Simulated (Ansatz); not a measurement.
**CH5GeI: geometry optimisation**

The task: find the minimum of CH5GeI nearest to the start.

Computed with Ansatz 0.2.0. Level: RKS PBE-D4/def2-SVP.

## (1) Where the work starts

8 atoms, charge 0, spin multiplicity 1.

Atoms are counted from 1 here; the program's logs count them from 0.

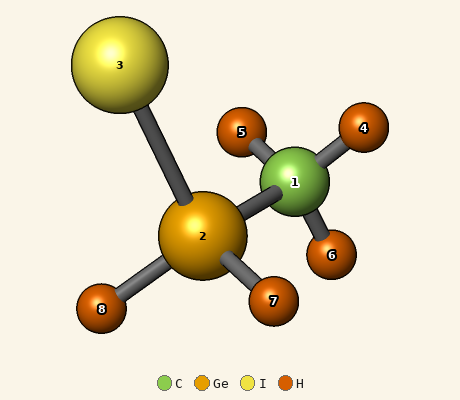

The starting geometry (carbon green, germanium amber, iodine yellow, hydrogen orange); atoms are numbered from 1 in the order of the file.

Geometry (Å):

```
C    -0.5794    0.8643   -0.3103
Ge    0.3689   -0.8132    0.0476
I     1.9074   -0.4576    2.0536
H     0.1490    1.6663   -0.5361
H    -1.1751    1.1557    0.5754
H    -1.2566    0.7313   -1.1781
H     1.2758   -1.2392   -1.1365
H    -0.5979   -1.9648    0.4285
```

## (2) Relaxation

Contents of input.yaml:

```yaml
crystal:
  periodic: [false, false, false]
  atoms:
    - { symbol: C, position_ang: [-0.579384, 0.864335, -0.310343] }
    - { symbol: Ge, position_ang: [0.368887, -0.813215, 0.047623] }
    - { symbol: I, position_ang: [1.9074, -0.457574, 2.053555] }
    - { symbol: H, position_ang: [0.14899, 1.666316, -0.536076] }
    - { symbol: H, position_ang: [-1.175124, 1.155696, 0.575375] }
    - { symbol: H, position_ang: [-1.256586, 0.731266, -1.17808] }
    - { symbol: H, position_ang: [1.275812, -1.239241, -1.136489] }
    - { symbol: H, position_ang: [-0.597895, -1.964785, 0.428535] }
basis:
  gaussian: { orbitals: def2-SVP }
hamiltonian:
  xc: pbe
  dispersion: d4
output:
  forces: true
relax:
  f_tol: 0.003
  max_steps: 120
```

The run is started by

```sh
$ ansatz run input.yaml --threads 1 --pin off --max-ram 2560MiB --backend cpu --events-out ev --progress --plain --runs-dir out
```

What does the calculation give? Wanted: energy gained; root mean square move; dipole moment.

The runs gave:

```
             quantity      value
        energy gained  0.0000 eV
root mean square move    0.001 Å
        dipole moment     2.30 D
```

In words: Bond lengths: C1–Ge2 1.960 Å, C1–H4 1.106 Å, C1–H5 1.106 Å, C1–H6 1.109 Å, Ge2–I3 2.552 Å, Ge2–H7 1.551 Å, Ge2–H8 1.551 Å. Angles: Ge2–C1–H4 109.9°, Ge2–C1–H5 109.9°, Ge2–C1–H6 109.5°, H4–C1–H5 109.1°, H4–C1–H6 109.2°, H5–C1–H6 109.2°, C1–Ge2–I3 108.4°, C1–Ge2–H7 112.3°, C1–Ge2–H8 112.3°, I3–Ge2–H7 106.6°, I3–Ge2–H8 106.6°, H7–Ge2–H8 110.4°. No frequencies were computed here.
